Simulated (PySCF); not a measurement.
# What a change does: NMR shielding calculation on C4H5ClF2O2

System: C4H5ClF2O2, SMILES F[C@@H]1OCOC[C@@]1(F)Cl.
Method of run 1: GIAO PBE0/pcSseg-1 NMR shielding, non-relativistic, gas phase (PySCF 2.14.0).

The geometry comes from this level: PBE0-D3(BJ)/def2-SVP. Text and figures count atoms from 1; the logs count them from 0 in places.

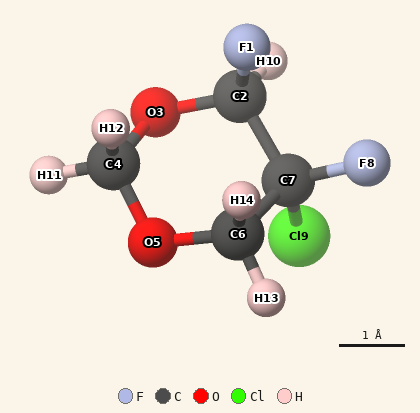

The structure (ball-and-stick view, seen at a tilt; atoms are numbered from 1 in the order of the input).

### Input, run 1
```
{"job": {"kind": "nmr", "xc": "PBE0", "basis": "pcSseg-1"}, "charge": 0, "multiplicity": 1}
F      1.875016    -0.430953     0.555752
C      0.978336    -0.739227    -0.434325
O      0.808406     0.322882    -1.281638
C      0.206654     1.446725    -0.677627
O     -1.039053     1.154658    -0.146007
C     -0.962354     0.168191     0.842121
C     -0.345522    -1.095982     0.263253
F     -0.119273    -1.989107     1.249657
Cl    -1.425084    -1.821960    -0.950015
H      1.368520    -1.588555    -1.014750
H      0.066866     2.186189    -1.474353
H      0.883271     1.842139     0.105565
H     -1.973756    -0.037720     1.216246
H     -0.319204     0.483179     1.687646
```

The first line tells a small driver script what to run in PySCF; the rest is the geometry in Å.

Hardware: 1 CPU thread, shared host.

### Output (run 1)
```
coarse grid: 13416 points
cycle   1  E = -964.7502284639  dE =  1.628e+00  |g| = 9.968e-01  |ddm| = 3.372e+00
cycle   2  E = -964.5274534404  dE =  2.228e-01  |g| = 1.523e+00  |ddm| = 1.615e+00
cycle   3  E = -964.9195464140  dE = -3.921e-01  |g| = 7.830e-02  |ddm| = 1.071e+00
cycle   4  E = -964.9204113427  dE = -8.649e-04  |g| = 4.829e-02  |ddm| = 9.791e-02
cycle   5  E = -964.9208838822  dE = -4.725e-04  |g| = 9.362e-03  |ddm| = 4.047e-02
cycle   6  E = -964.9208970361  dE = -1.315e-05  |g| = 3.276e-03  |ddm| = 8.454e-03
cycle   7  E = -964.9208987871  dE = -1.751e-06  |g| = 7.835e-04  |ddm| = 2.837e-03
final grid: 129064 points
cycle   8  E = -965.0070172395  dE = -4.261e-05  |g| = 1.336e-02  |ddm| = 2.892e-02
cycle   9  E = -965.0069851368  dE =  3.210e-05  |g| = 1.909e-02  |ddm| = 1.871e-02
cycle  10  E = -965.0070476666  dE = -6.253e-05  |g| = 1.115e-03  |ddm| = 1.168e-02
cycle  11  E = -965.0070478914  dE = -2.248e-07  |g| = 3.286e-04  |ddm| = 1.273e-03
cycle  12  E = -965.0070479136  dE = -2.223e-08  |g| = 8.373e-05  |ddm| = 3.218e-04
cycle  13  E = -965.0070479148  dE = -1.165e-09  |g| = 2.479e-05  |ddm| = 7.586e-05
cycle  14  E = -965.0070479149  dE = -1.066e-10  |g| = 6.951e-06  |ddm| = 2.395e-05
converged SCF energy = -965.0070479149

GIAO shielding tensors (ppm)
atom      isotropic    diamagn.    paramagn.     s11        s22        s33       span
  0 F      342.071     474.262    -132.192    284.767    360.709    380.736     95.969
  1 C       77.093     241.980    -164.886     55.213     73.613    102.454     47.241
  2 O      221.388     395.520    -174.132    170.387    202.958    290.819    120.433
  3 C       97.259     242.223    -144.964     73.379     95.628    122.769     49.390
  4 O      267.491     394.042    -126.551    198.954    289.971    313.549    114.595
  5 C      113.819     245.234    -131.416     91.294    103.247    146.915     55.620
  6 C       77.520     246.357    -168.837     42.084     77.817    112.660     70.577
  7 F      328.992     471.123    -142.130    264.390    328.279    394.309    129.919
  8 Cl     680.474    1146.677    -466.203    467.569    551.103   1022.749    555.180
  9 H       25.815      27.768      -1.954     22.633     25.647     29.164      6.532
 10 H       26.517      26.785      -0.267     21.948     25.264     32.341     10.393
 11 H       26.395      28.446      -2.051     21.767     25.985     31.432      9.665
 12 H       27.306      27.925      -0.619     23.799     26.358     31.762      7.963
 13 H       27.273      28.943      -1.671     24.550     26.446     30.822      6.273
```

The input of run 2 differs as follows (lines with − go, lines with + come):
```diff
-"xc": "PBE0"
+"xc": "B97-2"
+"pop": false
```

Predict how the results change.

The total energies belong to different methods, so their difference says nothing on which is more stable or more accurate. The HOMO goes from −8.38 to −8.11 eV. The LUMO goes from 0.36 to 0.28 eV. Of all shieldings, the largest change is that of O5, by −2.4 ppm. The functional changes from PBE0 to B97-2. The number of SCF iterations is the same.

### Output (run 2)
```
coarse grid: 13416 points
cycle   1  E = -965.2879416402  dE =  1.594e+00  |g| = 1.050e+00  |ddm| = 3.373e+00
cycle   2  E = -965.0164413121  dE =  2.715e-01  |g| = 1.643e+00  |ddm| = 1.731e+00
cycle   3  E = -965.4731424696  dE = -4.567e-01  |g| = 9.030e-02  |ddm| = 1.167e+00
cycle   4  E = -965.4743622324  dE = -1.220e-03  |g| = 5.422e-02  |ddm| = 1.158e-01
cycle   5  E = -965.4749649245  dE = -6.027e-04  |g| = 1.087e-02  |ddm| = 4.633e-02
cycle   6  E = -965.4749832265  dE = -1.830e-05  |g| = 3.596e-03  |ddm| = 1.010e-02
cycle   7  E = -965.4749852551  dE = -2.029e-06  |g| = 9.587e-04  |ddm| = 3.132e-03
final grid: 129064 points
cycle   8  E = -965.5460628671  dE = -6.524e-05  |g| = 1.452e-02  |ddm| = 3.549e-02
cycle   9  E = -965.5460236581  dE =  3.921e-05  |g| = 2.125e-02  |ddm| = 2.109e-02
cycle  10  E = -965.5460914392  dE = -6.778e-05  |g| = 1.546e-03  |ddm| = 1.421e-02
cycle  11  E = -965.5460918363  dE = -3.971e-07  |g| = 3.002e-04  |ddm| = 1.490e-03
cycle  12  E = -965.5460918500  dE = -1.373e-08  |g| = 1.521e-04  |ddm| = 3.184e-04
cycle  13  E = -965.5460918538  dE = -3.804e-09  |g| = 2.159e-05  |ddm| = 1.121e-04
cycle  14  E = -965.5460918539  dE = -9.754e-11  |g| = 7.453e-06  |ddm| = 2.365e-05
converged SCF energy = -965.5460918539

GIAO shielding tensors (ppm)
atom      isotropic    diamagn.    paramagn.     s11        s22        s33       span
  0 F      341.461     474.628    -133.167    284.365    361.705    378.312     93.946
  1 C       77.464     242.297    -164.833     55.556     74.513    102.322     46.766
  2 O      220.150     395.779    -175.629    171.273    202.218    286.959    115.686
  3 C       97.235     242.312    -145.078     73.466     95.865    122.374     48.908
  4 O      265.133     394.333    -129.200    198.678    286.988    309.734    111.055
  5 C      113.765     245.428    -131.663     91.715    103.168    146.410     54.695
  6 C       77.640     246.729    -169.089     42.657     78.080    112.182     69.524
  7 F      328.737     471.415    -142.679    264.409    328.702    393.099    128.691
  8 Cl     681.903    1147.313    -465.410    467.597    552.712   1025.400    557.804
  9 H       25.923      27.859      -1.936     22.776     25.781     29.212      6.436
 10 H       26.648      26.913      -0.265     22.122     25.415     32.406     10.284
 11 H       26.487      28.670      -2.183     21.886     26.083     31.492      9.606
 12 H       27.434      28.039      -0.605     23.963     26.516     31.823      7.860
 13 H       27.372      29.213      -1.841     24.671     26.570     30.873      6.203
```

### The two runs side by side

```csv
quantity,run 1,run 2
outcome,converged,converged
total energy (hartree),−965.007048,−965.546092
HOMO (eV),−8.38,−8.11
LUMO (eV),0.36,0.28
dipole moment (D),1.43,1.43
shielding of F1 (ppm),342.1,341.5
shielding of C2 (ppm),77.1,77.5
shielding of O3 (ppm),221.4,220.1
shielding of O5 (ppm),267.5,265.1
shielding of F8 (ppm),329.0,328.7
shielding of Cl9 (ppm),680.5,681.9
shielding of H11 (ppm),26.5,26.6
SCF iterations,14,14
basis functions,185,185
wall time (shared host),26 s,24 s
```
